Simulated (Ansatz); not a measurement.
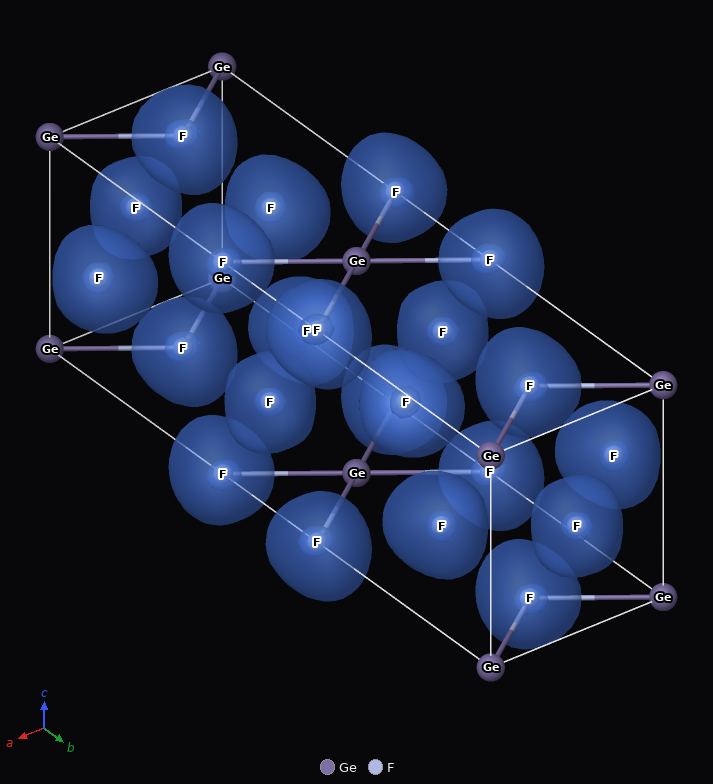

Figure. GeF$_{5}$. Isosurface of the electron localisation function at 0.65 (blue), seen at an oblique angle. Only the valence region is drawn (cores and ρ < 0.01 e/Å³ removed). Sticks mark near contacts.

Space group Cmmm; a structure generated by program, which may or may not match a known phase; computed without spin polarisation.

Method: Ansatz, DFT PBE, scalar-relativistic, plane waves, PAW.

> Where are the electrons localised?

The surface consists of ten regions wrapped around F (the valence shell of each), counted in one cell of 12 atoms. Any copies at cell faces, edges or corners count once. Along the contacts the grid gives the following. Ge–F (2.06 Å): the ELF peaks at about 0.80 in the valence shell of F, 0.6 Å from its nucleus, and is about 0.30 at the midpoint.
